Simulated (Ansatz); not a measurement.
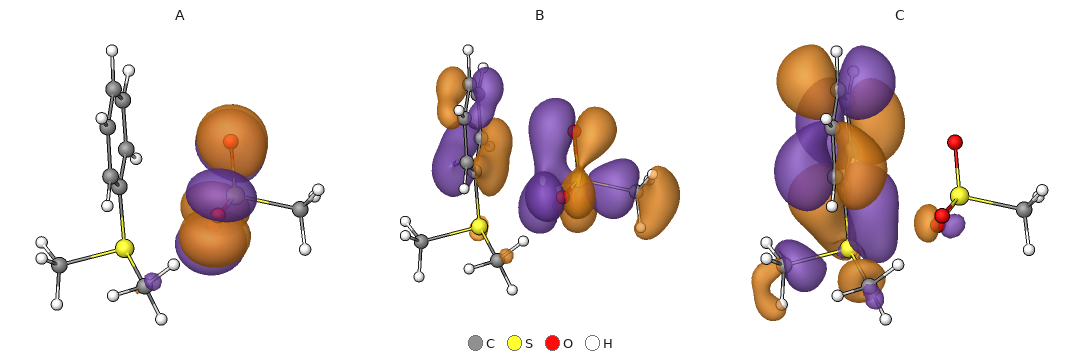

CH₃O₃S···C₈H₁₁S. Three frontier orbitals at ±0.08 Å⁻³ᐟ² (orange and purple are the two phases), in no order.

Geometry: PBE0-D4/def2-SVP; not at a stationary point (largest force 1.5 eV/Å).

Computed with RKS PBE0-D4/def2-TZVP (Ansatz).

```yaml
atoms:
  - { symbol: C, position_ang: [-1.4742, 0.0988, -3.6418] }
  - { symbol: S, position_ang: [-0.7668, 0.3135, -2.0169] }
  - { symbol: O, position_ang: [0.7049, 0.1585, -2.1970] }
  - { symbol: O, position_ang: [-1.1943, 1.6338, -1.5437] }
  - { symbol: O, position_ang: [-1.3275, -0.8344, -1.2183] }
  - { symbol: H, position_ang: [-1.1850, -0.8881, -4.0242] }
  - { symbol: H, position_ang: [-2.5653, 0.1752, -3.5531] }
  - { symbol: H, position_ang: [-1.0841, 0.8950, -4.2888] }
  - { symbol: C, position_ang: [0.6533, -2.2568, 2.3264] }
  - { symbol: S, position_ang: [-0.1668, -1.6577, 0.8198] }
  - { symbol: C, position_ang: [1.0514, -2.1550, -0.4049] }
  - { symbol: C, position_ang: [0.0334, 0.0926, 1.0602] }
  - { symbol: C, position_ang: [-1.1108, 0.7793, 1.4568] }
  - { symbol: C, position_ang: [-1.0291, 2.1514, 1.6602] }
  - { symbol: C, position_ang: [0.1730, 2.8188, 1.4395] }
  - { symbol: C, position_ang: [1.3006, 2.1186, 1.0175] }
  - { symbol: C, position_ang: [1.2397, 0.7426, 0.8219] }
  - { symbol: H, position_ang: [0.0312, -1.9540, 3.1791] }
  - { symbol: H, position_ang: [0.6932, -3.3541, 2.2718] }
  - { symbol: H, position_ang: [1.6624, -1.8347, 2.4269] }
  - { symbol: H, position_ang: [0.6846, -3.1023, -0.8208] }
  - { symbol: H, position_ang: [1.0551, -1.3700, -1.1936] }
  - { symbol: H, position_ang: [2.0316, -2.2845, 0.0719] }
  - { symbol: H, position_ang: [-2.0613, 0.2523, 1.5565] }
  - { symbol: H, position_ang: [-1.9215, 2.7069, 1.9547] }
  - { symbol: H, position_ang: [0.2255, 3.9016, 1.5730] }
  - { symbol: H, position_ang: [2.2330, 2.6483, 0.8126] }
  - { symbol: H, position_ang: [2.1138, 0.2044, 0.4541] }
```

Question: Which picture is the HOMO−1, the HOMO and the LUMO?

Answer: B is the HOMO−1 (−7.13 eV). It lies mainly on O4 (about 25 %), O5 (about 15 %), C1 (about 15 %), S2 (about 10 %), O3 (about 10 %) and C12 (about 5 %). A is the HOMO (−6.43 eV). It lies mainly on O4 (about 30 %), O3 (about 30 %) and O5 (about 25 %); largely a combination of lone pairs on O4, O3 and O5. C is the LUMO (−1.10 eV). Its weight (Hirshfeld) is mainly on C15 (about 15 %), C12 (about 15 %), C17 (about 10 %), S10 (about 10 %), C13 (about 10 %) and C14 (about 10 %).

Question: What is the HOMO–LUMO gap?

Answer: 5.33 eV between the orbital energies.
